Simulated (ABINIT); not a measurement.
# Quasiparticle gap of BaTiO3 (P4mm) in ABINIT, part 2 of 3

Wanted: ground state, empty states, screening and self-energy for BaTiO3 (P4mm).

ABINIT 10.8.3; PBE and many-body steps on it, plane waves. Known limits of the many-body steps: not at the basis limit; no spin-orbit coupling; coarse k mesh.

So far. Step 2 (Ground state): The gap is indirect, with the least direct gap 0.37 eV higher.

## Step 3: Bands along the symmetry lines

Level of this step: DFT, PBE, plane waves, norm-conserving pseudopotentials (ABINIT).

Levels along a band path, at the cheap level, show where the edges lie and whether the meshes to come will hold them.

run.abi reads:

```
acell 3*1.0 Angstrom
rprim 
  3.990480000000 0.000000000000 0.000000000000
  0.000000000000 3.990480000000 0.000000000000
  0.000000000000 0.000000000000 4.023030000000
ntypat 3
znucl 56 22 8
natom 5
typat 1 2 3 3 3
xred 
  0.000000000000 0.000000000000 0.000000000000
  0.500000000000 0.500000000000 0.522000000000
  0.500000000000 0.500000000000 0.979000000000
  0.500000000000 0.000000000000 0.488000000000
  0.000000000000 0.500000000000 0.488000000000
pp_dirpath "pseudos"
pseudos "Ba.upf, Ti.upf, O.upf"
ecut 38
iscf -2
irdden 1
kptopt 0
nkpt 75
kpt 
  0.00000000 0.00000000 0.00000000
  0.00000000 0.06250000 0.00000000
  0.00000000 0.12500000 0.00000000
  0.00000000 0.18750000 0.00000000
  0.00000000 0.25000000 0.00000000
  0.00000000 0.31250000 0.00000000
  0.00000000 0.37500000 0.00000000
  0.00000000 0.43750000 0.00000000
  0.00000000 0.50000000 0.00000000
  0.06250000 0.50000000 0.00000000
  0.12500000 0.50000000 0.00000000
  0.18750000 0.50000000 0.00000000
  0.25000000 0.50000000 0.00000000
  0.31250000 0.50000000 0.00000000
  0.37500000 0.50000000 0.00000000
  0.43750000 0.50000000 0.00000000
  0.50000000 0.50000000 0.00000000
  0.43750000 0.43750000 0.00000000
  0.37500000 0.37500000 0.00000000
  0.31250000 0.31250000 0.00000000
  0.25000000 0.25000000 0.00000000
  0.18750000 0.18750000 0.00000000
  0.12500000 0.12500000 0.00000000
  0.06250000 0.06250000 0.00000000
  0.00000000 0.00000000 0.00000000
  0.00000000 0.00000000 0.06250000
  0.00000000 0.00000000 0.12500000
  0.00000000 0.00000000 0.18750000
  0.00000000 0.00000000 0.25000000
  0.00000000 0.00000000 0.31250000
  0.00000000 0.00000000 0.37500000
  0.00000000 0.00000000 0.43750000
  0.00000000 0.00000000 0.50000000
  0.00000000 0.06250000 0.50000000
  0.00000000 0.12500000 0.50000000
  0.00000000 0.18750000 0.50000000
  0.00000000 0.25000000 0.50000000
  0.00000000 0.31250000 0.50000000
  0.00000000 0.37500000 0.50000000
  0.00000000 0.43750000 0.50000000
  0.00000000 0.50000000 0.50000000
  0.06250000 0.50000000 0.50000000
  0.12500000 0.50000000 0.50000000
  0.18750000 0.50000000 0.50000000
  0.25000000 0.50000000 0.50000000
  0.31250000 0.50000000 0.50000000
  0.37500000 0.50000000 0.50000000
  0.43750000 0.50000000 0.50000000
  0.50000000 0.50000000 0.50000000
  0.43750000 0.43750000 0.50000000
  0.37500000 0.37500000 0.50000000
  0.31250000 0.31250000 0.50000000
  0.25000000 0.25000000 0.50000000
  0.18750000 0.18750000 0.50000000
  0.12500000 0.12500000 0.50000000
  0.06250000 0.06250000 0.50000000
  0.00000000 0.00000000 0.50000000
  0.00000000 0.50000000 0.00000000
  0.00000000 0.50000000 0.06250000
  0.00000000 0.50000000 0.12500000
  0.00000000 0.50000000 0.18750000
  0.00000000 0.50000000 0.25000000
  0.00000000 0.50000000 0.31250000
  0.00000000 0.50000000 0.37500000
  0.00000000 0.50000000 0.43750000
  0.00000000 0.50000000 0.50000000
  0.50000000 0.50000000 0.00000000
  0.50000000 0.50000000 0.06250000
  0.50000000 0.50000000 0.12500000
  0.50000000 0.50000000 0.18750000
  0.50000000 0.50000000 0.25000000
  0.50000000 0.50000000 0.31250000
  0.50000000 0.50000000 0.37500000
  0.50000000 0.50000000 0.43750000
  0.50000000 0.50000000 0.50000000
istwfk *1
nband 27
nbdbuf 2
tolwfr 1e-08
nstep 40
prtwf 0
prtvol 0
indata_prefix "in"
outdata_prefix "out"
tmpdata_prefix "tmp"
```

Launch:

```console
> OMP_NUM_THREADS=1 mpirun -n 4 abinit run.abi > log
```

Numbers of over 12 decimals in the logs are rounded to 6 here.

Log:

```text
.Version 10.8.3 of ABINIT. v10.8.2 released Aug 2026.

 Symmetries : space group P4 m m (# 99); Bravais tP (primitive tetrag.)
[... echo of the input left out ...]
== DATASET  1 ==================================================================
-   mpi_nproc: 4, omp_nthreads: 1 (-1 if OMP is not activated)

--- !DatasetInfo
iteration_state: {dtset: 1, }
dimensions: {natom: 5, nkpt: 75, mband: 27, nsppol: 1, nspinor: 1, nspden: 1, mpw: 4869, }
cutoff_energies: {ecut:  38.0, pawecutdg:  -1.0, }
electrons: {nelect:   4.00000000E+01, charge:   0.00000000E+00, occopt:   1.00000000E+00, tsmear:   1.00000000E-02, }

 Real(R)+Recip(G) space primitive vectors, cartesian coordinates (Bohr,Bohr^-1):
 R(1)=  7.5409143  0.0000000  0.0000000  G(1)=  0.1326099  0.0000000  0.0000000
 R(2)=  0.0000000  7.5409143  0.0000000  G(2)=  0.0000000  0.1326099  0.0000000
 R(3)=  0.0000000  0.0000000  7.6024249  G(3)=  0.0000000  0.0000000  0.1315370
 Unit cell volume ucvol=  4.3231485E+02 bohr^3
 Angles (23,13,12)=  9.00000000E+01  9.00000000E+01  9.00000000E+01 degrees

 getcut: wavevector=  0.0000  0.0000  0.0000  ngfft=  45  45  45
         ecut(hartree)=     38.000   => boxcut(ratio)=   2.08566

--- Pseudopotential description ------------------------------------------------
- Ba Generated using ONCVPSP code by D. R. Hamann
- 56.00000  10.00000  171031                  znucl, zion, pspdat
12 -101130 2 -1 1958                          pspcod,pspxc,lmax,lloc,mmax
     nproj     2     2     2
  pspatm : epsatm=   26.75150155
         --- l  ekb(1:nproj) -->
             0    6.667868    0.674319
             1    5.008801    0.408242
             2    2.532546    0.415477
 pspatm: atomic psp has been read  and splines computed

- Ti Generated using ONCVPSP code by D. R. Hamann
- 22.00000  12.00000  171031                  znucl, zion, pspdat
12 -101130 2 -1 1586                          pspcod,pspxc,lmax,lloc,mmax
     nproj     2     2     2
  pspatm : epsatm=   14.68144553
         --- l  ekb(1:nproj) -->
[...]
pspatm: atomic psp has been read  and splines computed

- O Generated using ONCVPSP code by D. R. Hamann
-  8.00000   6.00000  171031                  znucl, zion, pspdat
12 -101130 2 -1 936                           pspcod,pspxc,lmax,lloc,mmax
     nproj     2     2     1
  pspatm : epsatm=    6.19545534
         --- l  ekb(1:nproj) -->
[...]
2   -1.331955
 pspatm: atomic psp has been read  and splines computed

--------------------------------------------------------------------------------

================================================================================
 prteigrs : about to open file out_EIG
 Non-SCF case, kpt    1 (  0.00000  0.00000  0.00000), residuals and eigenvalues=
  8.68E-09  4.80E-09  1.77E-09  7.19E-09  5.64E-09  3.86E-09  6.74E-09  4.55E-09
[...]
Non-SCF case, kpt   74 (  0.50000  0.50000  0.43750), residuals and eigenvalues=
[...]
Non-SCF case, kpt   75 (  0.50000  0.50000  0.50000), residuals and eigenvalues=
[...]
1.0454E-01  1.0742E-01  1.5512E-01  1.5512E-01  1.5788E-01  2.4041E-01
  2.4041E-01  2.4688E-01  4.0297E-01  4.0341E-01  4.0341E-01  4.8473E-01
[...]
--- !ResultsGS
iteration_state: {dtset: 1, }
comment   : Summary of ground state results
lattice_vectors:
- [  7.5409143,   0.0000000,   0.0000000, ]
- [  0.0000000,   7.5409143,   0.0000000, ]
- [  0.0000000,   0.0000000,   7.6024249, ]
lattice_lengths: [   7.54091,    7.54091,    7.60242, ]
lattice_angles: [ 90.000,  90.000,  90.000, ] # degrees, (23, 13, 12)
lattice_volume:   4.3231485E+02
convergence: {deltae:  0.000E+00, res2:  0.000E+00, residm:  1.000E-08, diffor:  0.000E+00, }
etotal    :  -1.37385857E+02
entropy   :   0.00000000E+00
fermie    :   2.46877495E-01
cartesian_stress_tensor: null
pressure_GPa: null
xred      :
- [  0.0000E+00,   0.0000E+00,   0.0000E+00, Ba]
- [  5.0000E-01,   5.0000E-01,   5.2200E-01, Ti]
- [  5.0000E-01,   5.0000E-01,   9.7900E-01,  O]
- [  5.0000E-01,   0.0000E+00,   4.8800E-01,  O]
- [  0.0000E+00,   5.0000E-01,   4.8800E-01,  O]
cartesian_forces: null
force_length_stats: {min: null, max: null, mean: null, }

 Integrated electronic density in atomic spheres:
 ------------------------------------------------
 Atom  Sphere_radius  Integrated_density
[...]
================================================================================

 ----iterations are completed or convergence reached----

 Mean square residual over all n,k,spin=   58.867E-10; max=  99.996E-10
 reduced coordinates (array xred) for    5 atoms
[...]
cartesian coordinates (angstrom) at end:
    1      0.000000     0.000000     0.000000
    2      1.995240     1.995240     2.100022
    3      1.995240     1.995240     3.938546
    4      1.995240     0.000000     1.963239
    5      0.000000     1.995240     1.963239
 length scales=  1.889726125908  1.889726125908  1.889726125908 bohr
              =  1.000000000000  1.000000000000  1.000000000000 angstroms
 prteigrs : about to open file out_EIG
 Eigenvalues (hartree) for nkpt=  75  k points:
 kpt#   1, nband= 27, wtk=  1.00000, kpt=  0.0000  0.0000  0.0000 (reduced coord)
[...]
kpt#   2, nband= 27, wtk=  1.00000, kpt=  0.0000  0.0625  0.0000 (reduced coord)
[...]
kpt#   3, nband= 27, wtk=  1.00000, kpt=  0.0000  0.1250  0.0000 (reduced coord)
[...]
kpt#  74, nband= 27, wtk=  1.00000, kpt=  0.5000  0.5000  0.4375 (reduced coord)
[...]
0.49782    0.49782    0.53308
 kpt#  75, nband= 27, wtk=  1.00000, kpt=  0.5000  0.5000  0.5000 (reduced coord)
[...]
-0.14873   -0.14873   -0.14648    0.08159    0.10454    0.10742    0.15512    0.15512
   0.15788    0.24041    0.24041    0.24688    0.40297    0.40341    0.40341    0.48473
   0.49427    0.49427    0.53290

== END DATASET(S) ==============================================================
================================================================================

 -outvars: echo values of variables after computation  --------
            nband          27
             nkpt          75
          spgroup          99
 [... the other variables as echoed above ...]

 Calculation completed.
```

The job ended after 84 s (4 MPI ranks of Arm Neoverse V2, shared host; peak memory 0.41 GiB; 5.6 min of CPU time).

Numbers from this step:

```yaml
gap: 1.851 eV
k_of_the_valence_top: 0.5, 0.5, 0.5
k_of_the_conduction_bottom: 0, 0, 0
least_direct_gap: 2.222 eV
```

The gap is 1.851 eV, as in the run before at this level.

The electronic bands at the labelled points (eV, zero at the top of the highest filled band):

```tsv
point	band 17	band 18	band 19	band 20	band 21	band 22	band 23	band 24
Γ	-1.18	-0.45	-0.37	-0.37	1.85	2.22	2.22	4.12
X	-1.84	-1.67	-1.13	-0.97	2.34	3.57	3.64	4.24
M	-1.83	-1.08	-1.08	-0.07	3.66	3.66	4.02	4.77
Γ	-1.18	-0.45	-0.37	-0.37	1.85	2.22	2.22	4.12
Z	-1.96	-1.94	-0.71	-0.71	2.00	3.68	3.68	4.12
R	-1.75	-0.92	-0.89	-0.25	3.60	3.70	4.02	4.96
A	-2.42	-0.18	-0.18	0.00	4.25	4.26	4.26	6.47
Z	-1.96	-1.94	-0.71	-0.71	2.00	3.68	3.68	4.12
jump to X	-1.84	-1.67	-1.13	-0.97	2.34	3.57	3.64	4.24
R	-1.75	-0.92	-0.89	-0.25	3.60	3.70	4.02	4.96
jump to M	-1.83	-1.08	-1.08	-0.07	3.66	3.66	4.02	4.77
A	-2.42	-0.18	-0.18	0.00	4.25	4.26	4.26	6.47
```

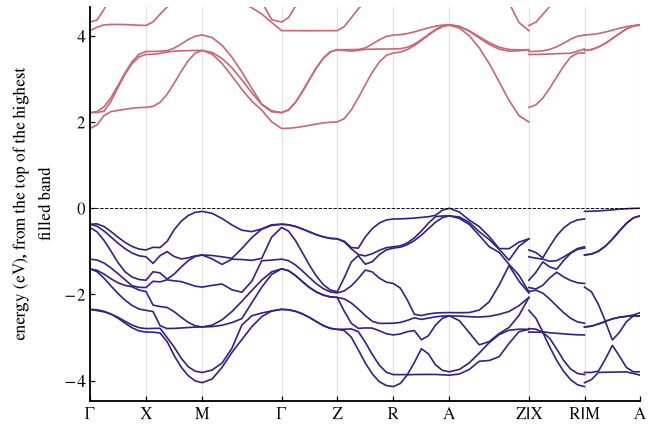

Electronic bands along the path; lines of filled and empty bands in two colours.

## Step 4: Empty states on the mesh, 4×4×4 mesh, 85 bands

The sums over transitions need many empty states on a uniform mesh; this step solves for them.

run.abi reads:

```
acell 3*1.0 Angstrom
rprim 
  3.990480000000 0.000000000000 0.000000000000
  0.000000000000 3.990480000000 0.000000000000
  0.000000000000 0.000000000000 4.023030000000
ntypat 3
znucl 56 22 8
natom 5
typat 1 2 3 3 3
xred 
  0.000000000000 0.000000000000 0.000000000000
  0.500000000000 0.500000000000 0.522000000000
  0.500000000000 0.500000000000 0.979000000000
  0.500000000000 0.000000000000 0.488000000000
  0.000000000000 0.500000000000 0.488000000000
pp_dirpath "pseudos"
pseudos "Ba.upf, Ti.upf, O.upf"
ecut 38
ngkpt 4 4 4
nshiftk 1
shiftk 0 0 0
kptopt 1
chksymbreak 0
iscf -2
irdden 1
istwfk *1
nband 85
nbdbuf 6
tolwfr 1e-09
nstep 60
prtvol 0
indata_prefix "in"
outdata_prefix "out"
tmpdata_prefix "tmp"
```

Log:

```text
.Version 10.8.3 of ABINIT. v10.8.2 released Aug 2026.

 Symmetries : space group P4 m m (# 99); Bravais tP (primitive tetrag.)
[... echo of the input left out ...]
== DATASET  1 ==================================================================
-   mpi_nproc: 4, omp_nthreads: 1 (-1 if OMP is not activated)

--- !DatasetInfo
iteration_state: {dtset: 1, }
dimensions: {natom: 5, nkpt: 18, mband: 85, nsppol: 1, nspinor: 1, nspden: 1, mpw: 4868, }
cutoff_energies: {ecut:  38.0, pawecutdg:  -1.0, }
electrons: {nelect:   4.00000000E+01, charge:   0.00000000E+00, occopt:   1.00000000E+00, tsmear:   1.00000000E-02, }

 Real(R)+Recip(G) space primitive vectors, cartesian coordinates (Bohr,Bohr^-1):
 R(1)=  7.5409143  0.0000000  0.0000000  G(1)=  0.1326099  0.0000000  0.0000000
 R(2)=  0.0000000  7.5409143  0.0000000  G(2)=  0.0000000  0.1326099  0.0000000
 R(3)=  0.0000000  0.0000000  7.6024249  G(3)=  0.0000000  0.0000000  0.1315370
 Unit cell volume ucvol=  4.3231485E+02 bohr^3
 Angles (23,13,12)=  9.00000000E+01  9.00000000E+01  9.00000000E+01 degrees

 getcut: wavevector=  0.0000  0.0000  0.0000  ngfft=  45  45  45
         ecut(hartree)=     38.000   => boxcut(ratio)=   2.08566

--- Pseudopotential description ------------------------------------------------
- Ba Generated using ONCVPSP code by D. R. Hamann
- 56.00000  10.00000  171031                  znucl, zion, pspdat
12 -101130 2 -1 1958                          pspcod,pspxc,lmax,lloc,mmax
     nproj     2     2     2
  pspatm : epsatm=   26.75150155
         --- l  ekb(1:nproj) -->
             0    6.667868    0.674319
             1    5.008801    0.408242
             2    2.532546    0.415477
 pspatm: atomic psp has been read  and splines computed

- Ti Generated using ONCVPSP code by D. R. Hamann
- 22.00000  12.00000  171031                  znucl, zion, pspdat
12 -101130 2 -1 1586                          pspcod,pspxc,lmax,lloc,mmax
     nproj     2     2     2
  pspatm : epsatm=   14.68144553
         --- l  ekb(1:nproj) -->
[...]
pspatm: atomic psp has been read  and splines computed

- O Generated using ONCVPSP code by D. R. Hamann
-  8.00000   6.00000  171031                  znucl, zion, pspdat
12 -101130 2 -1 936                           pspcod,pspxc,lmax,lloc,mmax
     nproj     2     2     1
  pspatm : epsatm=    6.19545534
         --- l  ekb(1:nproj) -->
[...]
2   -1.331955
 pspatm: atomic psp has been read  and splines computed

--------------------------------------------------------------------------------

================================================================================
 prteigrs : about to open file out_EIG
 Non-SCF case, kpt    1 (  0.00000  0.00000  0.00000), residuals and eigenvalues=
  5.57E-10  5.03E-10  4.36E-10  7.25E-10  4.88E-10  1.34E-10  5.71E-10  6.69E-10
  2.41E-10  5.61E-10  5.54E-10  1.58E-10  4.58E-10  9.60E-10  9.44E-10  7.59E-10
  1.90E-10  2.22E-10  1.97E-10  3.48E-10  2.07E-10  2.68E-10  4.99E-10  2.18E-10
[...]
1.43E-07  2.24E-08  1.99E-08  1.15E-07  2.54E-04
 -1.8290E+00 -9.5838E-01 -9.5571E-01 -9.5571E-01 -6.6700E-01 -3.7437E-01
 -3.5146E-01 -3.4702E-01 -1.2184E-01 -1.2184E-01 -1.2179E-01  1.5967E-01
  1.6067E-01  1.6067E-01  1.9522E-01  1.9522E-01  2.0348E-01  2.3045E-01
[...]
1.8368E+00  1.8368E+00  1.8590E+00  1.8590E+00  1.8822E+00  1.8832E+00
  1.8903E+00  1.8903E+00  1.9181E+00  1.9226E+00  1.9427E+00  1.9427E+00
  2.0412E+00
 prteigrs : prtvol=0 or 1, do not print more k-points.

--- !ResultsGS
iteration_state: {dtset: 1, }
comment   : Summary of ground state results
lattice_vectors:
- [  7.5409143,   0.0000000,   0.0000000, ]
- [  0.0000000,   7.5409143,   0.0000000, ]
- [  0.0000000,   0.0000000,   7.6024249, ]
lattice_lengths: [   7.54091,    7.54091,    7.60242, ]
lattice_angles: [ 90.000,  90.000,  90.000, ] # degrees, (23, 13, 12)
lattice_volume:   4.3231485E+02
convergence: {deltae:  0.000E+00, res2:  0.000E+00, residm:  9.995E-10, diffor:  0.000E+00, }
etotal    :  -1.37385857E+02
entropy   :   0.00000000E+00
fermie    :   2.46877495E-01
cartesian_stress_tensor: null
pressure_GPa: null
xred      :
- [  0.0000E+00,   0.0000E+00,   0.0000E+00, Ba]
- [  5.0000E-01,   5.0000E-01,   5.2200E-01, Ti]
- [  5.0000E-01,   5.0000E-01,   9.7900E-01,  O]
- [  5.0000E-01,   0.0000E+00,   4.8800E-01,  O]
- [  0.0000E+00,   5.0000E-01,   4.8800E-01,  O]
cartesian_forces: null
force_length_stats: {min: null, max: null, mean: null, }

 Integrated electronic density in atomic spheres:
 ------------------------------------------------
 Atom  Sphere_radius  Integrated_density
[...]
================================================================================

 ----iterations are completed or convergence reached----

 Mean square residual over all n,k,spin=   47.859E-11; max=  99.950E-11
 reduced coordinates (array xred) for    5 atoms
[...]
0.500000000000      0.000000000000      0.488000000000
       0.000000000000      0.500000000000      0.488000000000

 cartesian coordinates (angstrom) at end:
    1      0.000000     0.000000     0.000000
    2      1.995240     1.995240     2.100022
    3      1.995240     1.995240     3.938546
    4      1.995240     0.000000     1.963239
    5      0.000000     1.995240     1.963239
 length scales=  1.889726125908  1.889726125908  1.889726125908 bohr
              =  1.000000000000  1.000000000000  1.000000000000 angstroms
 prteigrs : about to open file out_EIG
 Eigenvalues (hartree) for nkpt=  18  k points:
 kpt#   1, nband= 85, wtk=  0.01563, kpt=  0.0000  0.0000  0.0000 (reduced coord)
[...]
1.59815    1.62078    1.64048    1.64124    1.64124    1.76859    1.81731    1.82792
   1.83685    1.83685    1.85902    1.85902    1.88221    1.88323    1.89032    1.89032
   1.91814    1.92260    1.94268    1.94268    2.04117
 prteigrs : prtvol=0 or 1, do not print more k-points.

== END DATASET(S) ==============================================================
================================================================================

 -outvars: echo values of variables after computation  --------
            nband          85
             nkpt          18
          spgroup          99
 [... the other variables as echoed above ...]

 Calculation completed.
```

The job ended after 52 s (4 MPI ranks; peak memory 0.39 GiB; 3.4 min of CPU time).

This step gave:

```yaml
gap: 1.851 eV
k_of_the_valence_top: 0.5, 0.5, 0.5
k_of_the_conduction_bottom: 0, 0, 0
least_direct_gap: 2.222 eV
k_points_computed: 18
lowest_point_of_the_top_converged_band_above_the_valence_top: 44.60 eV
```

On this mesh the gap is 1.851 eV.

(Part 2 of 3 ends here.)

[Paths, hosts, dates, memory and timing lines, banners, echoed tables and standing remarks are left out of the program output.]

[Logs are printed without paths, hosts, clocks, repeated set-up lines and the standing remarks that a program may print on its own settings, such as how far it seeks lower states.]

[Runs of the session that timed out or met a known fault of the program may be left out.]

[Hosts, paths, dates, database ids (printed as entryN), source tags and the programs' standing remarks are cut or masked in the printed files.]

[G0W0 gaps are taken among the corrected bands and points alone; a level outside them can change the order at an edge.]

[Where Ansatz stands beside ABINIT at settings called matched, ABINIT's density can come from a denser mesh and the files from another edition; pairs whose starting gaps differed by over 0.03 eV were left out, so agreement reads better than it is.]
